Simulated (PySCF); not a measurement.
H2BO2, SMILES O[B]O, doublet at its B3LYP/def2-SVP optimised geometry (Å):

```
5

O     -1.3083     0.0821     0.0000
B     -0.4594    -0.9632     0.0000
O      0.8873    -0.9632     0.0000
H     -0.8915     0.9632     0.0017
H      1.3083    -0.0842    -0.0018
```

Method: unrestricted B3LYP/def2-TZVP (PySCF). Cells within 0.4 Å of a nucleus heavier than hydrogen are left out (blank, or x).

Map of the spin density (e/bohr³) on the plane z = 0.0 Å:

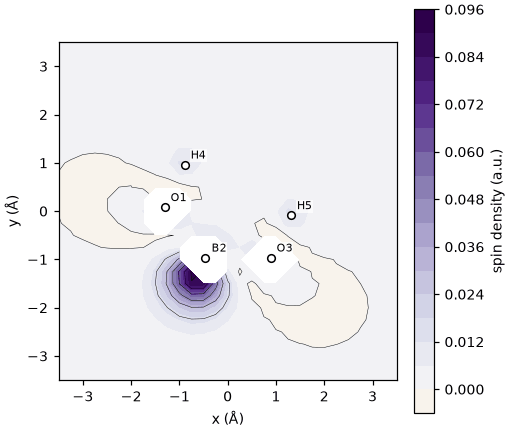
Figure: Spin density (e/bohr³) on the plane z = 0.0 Å.
